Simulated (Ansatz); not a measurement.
**ZnSiH5ClO2: nudged elastic band**

System: ZnSiH5ClO2.
Method: RKS PBE0-D4/def2-SVP (Ansatz 0.2.0).

One setting was made poor on purpose. It belongs to a series of runs on one base structure; here: band between the two ends.

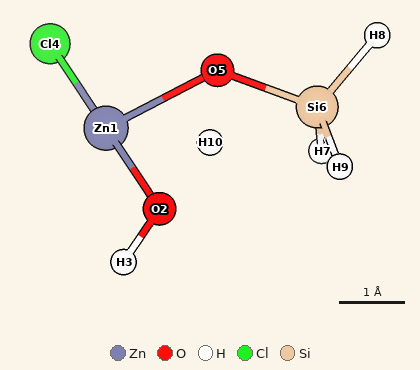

**Figure 1.** The input geometry (ball-and-stick view, seen at a tilt; atoms are numbered from 1 in the order of the input). Sticks mark near contacts. Bond lengths as drawn: Cl–Zn 2.24 Å, H–O 1.01 Å, H–Si 1.46 Å, O–Si 1.68 Å and O–Zn 2.09 to 2.14 Å.

What the run reported:

- outcome: refused by the program
- hardware: 4 threads of Arm Neoverse V1, 24 GiB of memory available, shared host

What went wrong:

The program refused the input: “invalid value for `neb.final_atoms`: is identical to crystal.atoms — the two endpoints must differ for a path to exist” A deliberately poor setting: ends not relaxed.

The input:
```yaml
crystal:
  periodic: [false, false, false]
  atoms:
    - { symbol: Zn, position_ang: [0.0, 0.0, 0.0] }
    - { symbol: O, position_ang: [0.0, 0.0, 2.14] }
    - { symbol: H, position_ang: [-0.9095, -0.2814, 2.4771] }
    - { symbol: Cl, position_ang: [0.0, 0.0, -2.24] }
    - { symbol: O, position_ang: [1.9128, 0.5243, 0.659] }
    - { symbol: Si, position_ang: [2.9852, -0.5146, 1.429] }
    - { symbol: H, position_ang: [2.7738, -1.877, 0.9485] }
    - { symbol: H, position_ang: [4.3557, -0.1038, 1.1381] }
    - { symbol: H, position_ang: [2.7594, -0.4673, 2.8707] }
    - { symbol: H, position_ang: [1.2073, 0.331, 1.7667] }
basis:
  gaussian: { orbitals: def2-SVP }
hamiltonian:
  xc: pbe0
  dispersion: d4
neb:
  order_check: false
  images: 7
  f_tol: 0.03
  max_iterations: 60
  final_atoms:
    - { symbol: Zn, position_ang: [0.0, 0.0, 0.0] }
    - { symbol: O, position_ang: [0.0, 0.0, 2.14] }
    - { symbol: H, position_ang: [-0.9095, -0.2814, 2.4771] }
    - { symbol: Cl, position_ang: [0.0, 0.0, -2.24] }
    - { symbol: O, position_ang: [1.9128, 0.5243, 0.659] }
    - { symbol: Si, position_ang: [2.9852, -0.5146, 1.429] }
    - { symbol: H, position_ang: [2.7738, -1.877, 0.9485] }
    - { symbol: H, position_ang: [4.3557, -0.1038, 1.1381] }
    - { symbol: H, position_ang: [2.7594, -0.4673, 2.8707] }
    - { symbol: H, position_ang: [1.2073, 0.331, 1.7667] }
  initial_path:
    images:
      - { positions_ang: [[0.0, 0.0, 0.0], [0.0, 0.0, 2.14], [-0.9095, -0.2814, 2.4771], [0.0, 0.0, -2.24], [1.9128, 0.5243, 0.659], [2.9852, -0.5146, 1.429], [2.7738, -1.877, 0.9485], [4.3557, -0.1038, 1.1381], [2.7594, -0.4673, 2.8707], [1.2073, 0.331, 1.7667]] }
      - { positions_ang: [[0.0, 0.0, 0.0], [0.0, 0.0, 2.14], [-0.9095, -0.2814, 2.4771], [0.0, 0.0, -2.24], [1.9128, 0.5243, 0.659], [2.9852, -0.5146, 1.429], [2.7738, -1.877, 0.9485], [4.3557, -0.1038, 1.1381], [2.7594, -0.4673, 2.8707], [1.2073, 0.331, 1.7667]] }
      - { positions_ang: [[0.0, 0.0, 0.0], [0.0, 0.0, 2.14], [-0.9095, -0.2814, 2.4771], [0.0, 0.0, -2.24], [1.9128, 0.5243, 0.659], [2.9852, -0.5146, 1.429], [2.7738, -1.877, 0.9485], [4.3557, -0.1038, 1.1381], [2.7594, -0.4673, 2.8707], [1.2073, 0.331, 1.7667]] }
      - { positions_ang: [[0.0, 0.0, 0.0], [0.0, 0.0, 2.14], [-0.9095, -0.2814, 2.4771], [0.0, 0.0, -2.24], [1.9128, 0.5243, 0.659], [2.9852, -0.5146, 1.429], [2.7738, -1.877, 0.9485], [4.3557, -0.1038, 1.1381], [2.7594, -0.4673, 2.8707], [1.2073, 0.331, 1.7667]] }
      - { positions_ang: [[0.0, 0.0, 0.0], [0.0, 0.0, 2.14], [-0.9095, -0.2814, 2.4771], [0.0, 0.0, -2.24], [1.9128, 0.5243, 0.659], [2.9852, -0.5146, 1.429], [2.7738, -1.877, 0.9485], [4.3557, -0.1038, 1.1381], [2.7594, -0.4673, 2.8707], [1.2073, 0.331, 1.7667]] }
      - { positions_ang: [[0.0, 0.0, 0.0], [0.0, 0.0, 2.14], [-0.9095, -0.2814, 2.4771], [0.0, 0.0, -2.24], [1.9128, 0.5243, 0.659], [2.9852, -0.5146, 1.429], [2.7738, -1.877, 0.9485], [4.3557, -0.1038, 1.1381], [2.7594, -0.4673, 2.8707], [1.2073, 0.331, 1.7667]] }
      - { positions_ang: [[0.0, 0.0, 0.0], [0.0, 0.0, 2.14], [-0.9095, -0.2814, 2.4771], [0.0, 0.0, -2.24], [1.9128, 0.5243, 0.659], [2.9852, -0.5146, 1.429], [2.7738, -1.877, 0.9485], [4.3557, -0.1038, 1.1381], [2.7594, -0.4673, 2.8707], [1.2073, 0.331, 1.7667]] }
      - { positions_ang: [[0.0, 0.0, 0.0], [0.0, 0.0, 2.14], [-0.9095, -0.2814, 2.4771], [0.0, 0.0, -2.24], [1.9128, 0.5243, 0.659], [2.9852, -0.5146, 1.429], [2.7738, -1.877, 0.9485], [4.3557, -0.1038, 1.1381], [2.7594, -0.4673, 2.8707], [1.2073, 0.331, 1.7667]] }
      - { positions_ang: [[0.0, 0.0, 0.0], [0.0, 0.0, 2.14], [-0.9095, -0.2814, 2.4771], [0.0, 0.0, -2.24], [1.9128, 0.5243, 0.659], [2.9852, -0.5146, 1.429], [2.7738, -1.877, 0.9485], [4.3557, -0.1038, 1.1381], [2.7594, -0.4673, 2.8707], [1.2073, 0.331, 1.7667]] }
```

Launch command:
```bash
ansatz run input.yaml --threads 4 --pin off --max-ram 5120MiB --backend cpu --events-out ev --progress --plain --runs-dir out
```

Log:
```
Error: invalid value for `neb.final_atoms`: is identical to crystal.atoms — the two endpoints must differ for a path to exist
```
